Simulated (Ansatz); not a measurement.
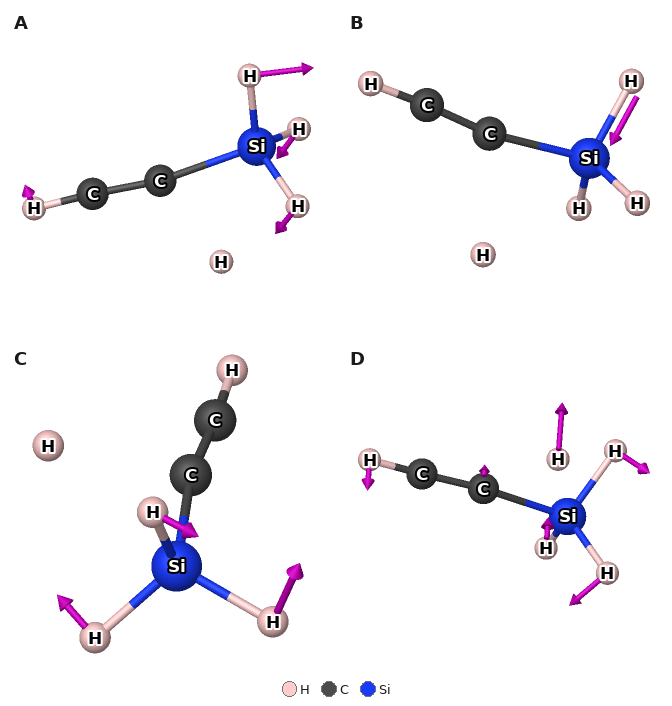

4 normal modes of one molecule or complex, as arrows. Charge 0, doublet. Harmonic vibrations computed with UKS PBE0-D4/def2-TZVP (Ansatz 0.2.0) at a stationary point of the same level. It is a saddle point of order 1.

**Match the panels to the wavenumbers 196 cm⁻¹, 667 cm⁻¹, 946 cm⁻¹, 2229 cm⁻¹.**

A: 667 cm⁻¹
B: 2229 cm⁻¹
C: 946 cm⁻¹
D: 196 cm⁻¹
